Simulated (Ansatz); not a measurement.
# BH3O3 (boric acid): methods side by side

The species is BH3O3 (7 atoms), meant as a singlet with charge 0. As SMILES, `OB(O)O`. The shape is that of a PBE0-D4/def2-TZVP optimisation.

```xyz
7

O    -1.3299   -0.2516    0.1845
B     0.0000    0.0000    0.0000
O     0.4303    1.2793   -0.2108
O     0.8997   -1.0276    0.0262
H    -1.5066   -1.1846    0.3226
H    -0.2927    1.9101   -0.2073
H     1.7993   -0.7255   -0.1152
```

Each level gives the vertical energy of the triplet above the singlet (eV). The values are calculated.

```csv
level,kind,program,value (eV),CPU time (all runs)
HF/STO-3G,Hartree–Fock,Ansatz,9.30,0.53 s
HF/3-21G,Hartree–Fock,Ansatz,9.10,1.8 s
HF/def2-SVPD,Hartree–Fock,Ansatz,7.66,18 s
B3LYP/6-31G* (spherical functions),global hybrid,Ansatz,8.79,33 s
B3LYP/6-31G* (Cartesian functions),global hybrid,Ansatz,8.75,35 s
MP2/def2-SVPD,perturbation theory,Ansatz,8.77,19 s
CCSD/def2-SVPD,coupled cluster or CI,Ansatz,8.39,3.1 min
```

The values span 7.66 to 9.30 eV. Sets with diffuse functions come out lower, a sign that the upper state is spread out (Rydberg-like). A triplet this far above the singlet is often a Rydberg-like or dissociative state; sets without diffuse functions put Rydberg states too high. CPU times are rough (shared hosts, several kinds of processor and program).

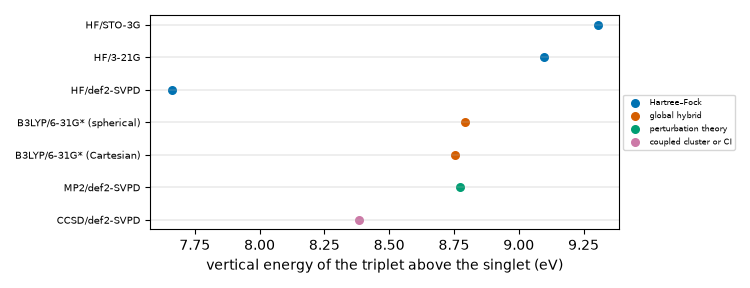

The values of the table, level by level.
